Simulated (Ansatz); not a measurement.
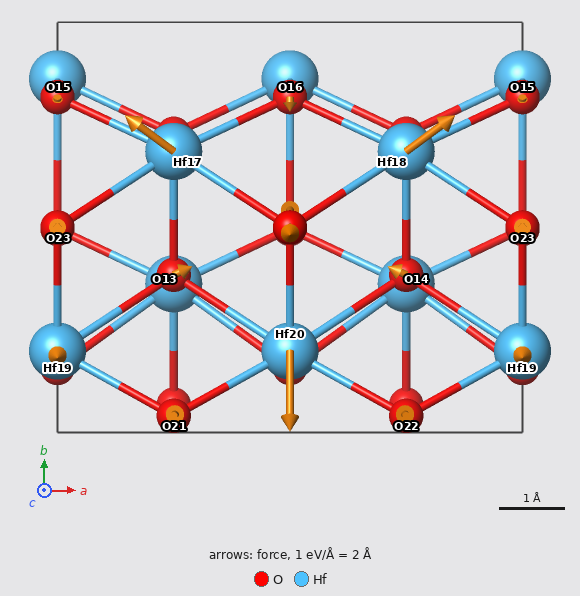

Starting geometry of a slab of composition Hf8O17 (cut from the P4_2/nmc phase) with the computed forces as orange arrows. A ball-and-stick model of the cell of the calculation, outlined in the plane, without the vacuum (origin shifted), seen along the c axis.

Case: 1 O a cell, anchor, over a top O site. The slab is the (1 0 1) face of HfO2 with O on it. 12 atoms are held fixed.

Level of theory: Ansatz, DFT PBE+D3(BJ), scalar-relativistic, plane waves, PAW. (plane-wave cutoff 420 eV; k-point mesh 2 × 3 × 1; occupations gaussian; smearing width 0.05 eV; collinear spin; dipole correction; atoms relaxed in a fixed cell; force threshold 0.04 eV/Å; at most 100 steps)

> Is this structure relaxed? If not, where do the atoms go?

It isn't relaxed: the largest force vector, on an O atom, is 0.73 eV/Å. The final displacements have little in common with the starting forces (cosine between the two patterns −0.05). After 16 geometry steps the energy has fallen by 0.913 eV per cell of the calculation. The largest force component goes from 0.71 to 0.017 eV/Å. The largest move is that of an O atom, 1.97 Å at 69° to the normal (−c side). By element the largest moves are O 1.97 Å, Hf 0.07 Å. The lattice vectors keep their values. Among the contacts that change: Hf–O 3.467 → 2.120 Å, Hf–O 2.364 → 2.281 Å, Hf–O 2.053 → 2.127 Å, Hf–O 2.526 → 2.591 Å. New bonds form: Hf–O (3.47 → 2.12 Å). Bond angles that change, for instance: Hf–O–Hf 119.1° → 123.8°, Hf–O–Hf 110.8° → 114.7°. Cost: 4.7 min on 8 threads of Intel(R) Xeon(R) 6975P-C (Granite Rapids), on a shared host, peak memory 5.5 GiB.

Limits of the set-up: the periodic images lie only 6.3 Å apart, so the values are limited by the cell's size.
